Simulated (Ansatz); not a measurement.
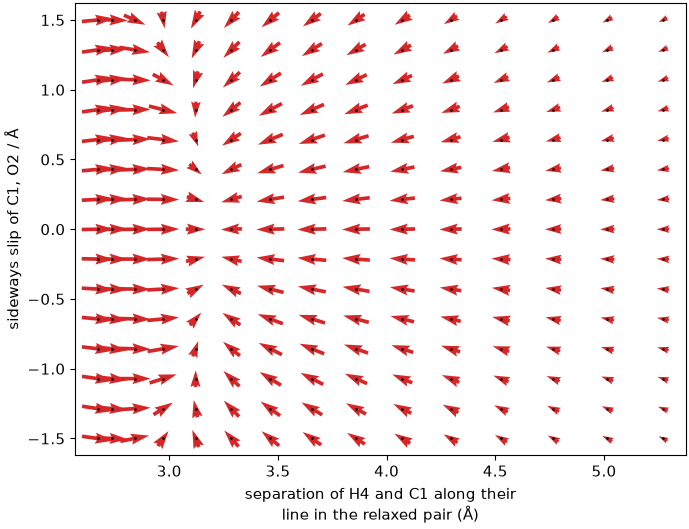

The pair CO···H₂. First axis: separation of H4 and C1 along their line in the relaxed pair. Second axis: sideways slip of C1, O2. Nothing is relaxed (both partners rigid). Grid: 15 × 15 points. Points are written as (first, second). All numbers below come from RKS wB97X-V/def2-TZVPD in Ansatz 0.2.0.

The picture shows dots at the grid points, arrows along the force (downhill), their lengths compressed.

### The arrows alone are given. Where is the energy lowest?

The arrows converge at about (3.183 Å, 0.000 Å) (read from the interpolated surface).

The energy map of the same scan:

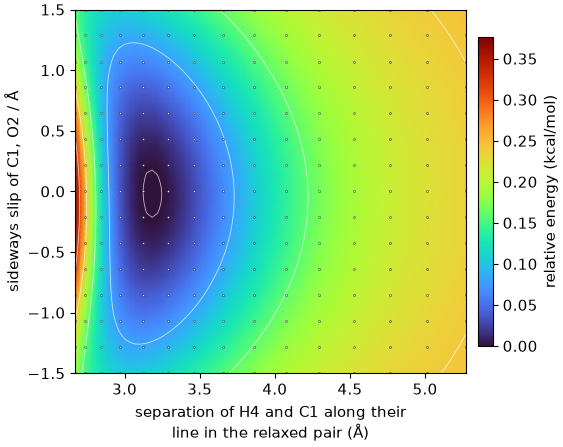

Energies are in kcal/mol, from the lowest grid point; between grid points the surface is interpolated.
